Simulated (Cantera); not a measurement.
Feed: 1 mol (CH3)2SiCl2, 0.065 mol C2H4, 150 mol H2, equilibrated at 10.0 mbar.

Equilibrium computed with Cantera from the NASA thermochemical tables; the gas is ideal and each condensed phase is pure. Candidate condensed phases: C, C6H6, C7H8, C8H18, Si, SiC; 109 gas species. The feed counts by its element totals alone. The tables' values for SiCl are old estimates; treat these amounts as uncertain. Gases not in the tables: Si2H6 and higher silanes. The numbers say what is thermodynamically allowed, not how fast it happens.

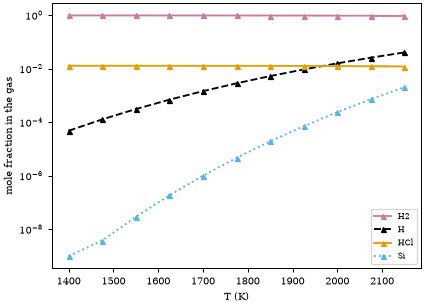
*Equilibrium gas composition (values under 1e-9 drawn at 1e-9)*

### Question
Read off the mole fractions at 2075 K.

### Answer
H2 about 0.96, H about 0.026, HCl about 0.012, Si about 0.00073.
